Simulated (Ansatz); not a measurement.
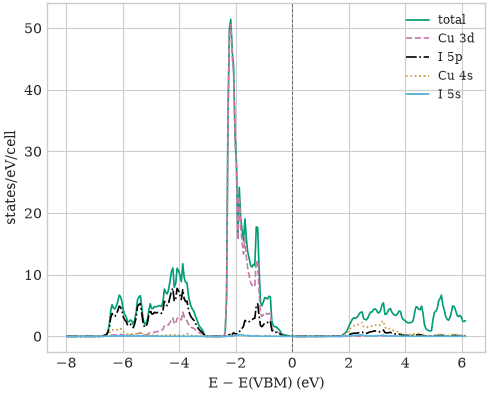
Figure. Total and projected density of states of CuI in space group P6_422 (No. 181; Cu on 3c, I on 3d), r²SCAN (plane waves, PAW; program Ansatz)

Q: Which orbitals carry the states next to the gap?

A: Top 1 eV of the valence band: Cu 3d 57 %, I 5p 38 %. Bottom 1 eV of the conduction band: Cu 4s 60 %, I 5p 15 %, I 5s 6 %, outside the projected shells 16 %. Projections are on Löwdin-orthogonalised atomic valence shells; empty p or d shells of many metals are not among them.

Q: Where is the tallest occupied peak in this window, and what makes it?

A: Near -2.2 eV, about 51 states/eV per cell; the largest projected share is Cu 3d.

The start of the workflow was typed in or built on a structure type; neither database checked (COD, Materials Project) lists it. It is not the phase usual at ambient conditions (space group No. 216). Symmetry was held in the r²SCAN relaxation; its stability against distortions is not shown here. The workflow began spin-polarised and lost its moments. Scalar-relativistic: spin–orbit coupling is off unless named, which matters more the heavier the elements.

Potentials: the later of the program's two PAW sets.
